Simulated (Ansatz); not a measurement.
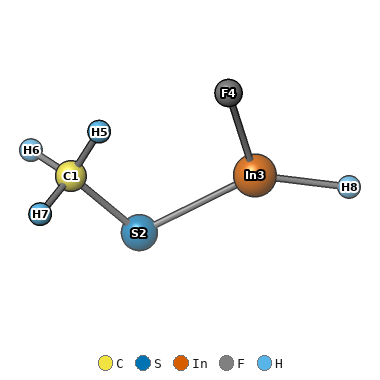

The system is CH₄FInS, SMILES C[S][InH][F]; the picture shows the reference structure. 
- Coordinates scanned: (1) umbrella angle at In3 (between each of its bonds and their common axis; 90 is planar); (2) change of the bonds In3–S2, In3–F4, In3–H8, all alike.
- Nothing is relaxed (all other coordinates rigid).
- Grid: 13 × 13 points.
- Points are written as (first, second).
- Energies: kJ/mol, counted from the lowest grid point.
- Method: RKS PBE0-D4/def2-TZVP (Ansatz).

Its coordinates:

| atom | x (Å) | y (Å) | z (Å) |
| --- | --- | --- | --- |
| C | -0.2833 | 1.3331 | -0.3952 |
| S | 0.5623 | 0.7260 | 1.1038 |
| In | 0.4922 | -1.5942 | 0.7529 |
| F | -0.4320 | -1.8738 | -0.9588 |
| H | -0.6093 | 0.5118 | -1.0308 |
| H | -1.1467 | 1.9200 | -0.0853 |
| H | 0.4091 | 1.9681 | -0.9460 |
| H | 1.0077 | -2.9910 | 1.5593 |

Range: umbrella angle at In3 (between each of its bonds and their common axis; 90 is planar) from 66 to 114°; change of the bonds In3–S2, In3–F4, In3–H8, all alike from −0.220 to 0.340 Å.

Predict the map.

Answer. The lowest grid point is at (90°, 0.013 Å). It is the only kind of minimum in the scanned range. The highest grid point, (66°, −0.220 Å), lies 284 kJ/mol above the lowest. Round the minimum the two coordinates are nearly uncoupled.

| second ↓, first → | 66 | 70 | 74 | 78 | 82 | 86 | 90 | 94 | 98 | 102 | 106 | 110 | 114 |
| --- | --- | --- | --- | --- | --- | --- | --- | --- | --- | --- | --- | --- | --- |
| 0.340 | 221 | 203 | 188 | 176 | 168 | 163 | 161 | 163 | 168 | 176 | 188 | 202 | 221 |
| 0.294 | 192 | 172 | 157 | 144 | 136 | 130 | 128 | 130 | 135 | 144 | 156 | 172 | 191 |
| 0.247 | 164 | 143 | 127 | 114 | 104 | 99 | 97 | 99 | 104 | 114 | 127 | 143 | 164 |
| 0.200 | 139 | 117 | 100 | 86 | 76 | 70 | 68 | 70 | 76 | 86 | 99 | 117 | 139 |
| 0.153 | 118 | 95 | 76 | 61 | 51 | 45 | 42 | 45 | 51 | 61 | 76 | 95 | 118 |
| 0.107 | 102 | 78 | 58 | 42 | 31 | 24 | 22 | 24 | 31 | 42 | 57 | 78 | 102 |
| 0.060 | 93 | 66 | 45 | 29 | 17 | 10 | 7 | 10 | 17 | 28 | 45 | 66 | 92 |
| 0.013 | 91 | 63 | 40 | 23 | 10 | 3 | 0 | 2 | 10 | 22 | 40 | 63 | 91 |
| −0.033 | 99 | 69 | 45 | 26 | 13 | 5 | 2 | 5 | 13 | 26 | 45 | 69 | 99 |
| −0.080 | 119 | 87 | 62 | 42 | 28 | 19 | 16 | 19 | 28 | 42 | 62 | 87 | 119 |
| −0.127 | 155 | 121 | 94 | 72 | 57 | 48 | 45 | 48 | 57 | 72 | 93 | 121 | 155 |
| −0.174 | 209 | 173 | 144 | 121 | 105 | 95 | 92 | 95 | 105 | 121 | 144 | 173 | 209 |
| −0.220 | 284 | 246 | 214 | 190 | 173 | 163 | 159 | 163 | 173 | 190 | 214 | 245 | 284 |

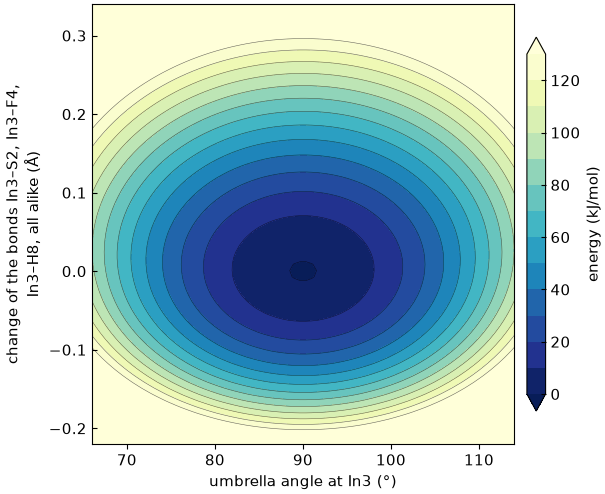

In the figure: filled contours, one colour for all values above the top of the scale. Between grid points the surface is interpolated.

Time for the 169 points that were run: 48 min on 1 thread of Arm Neoverse N1, on a shared host.
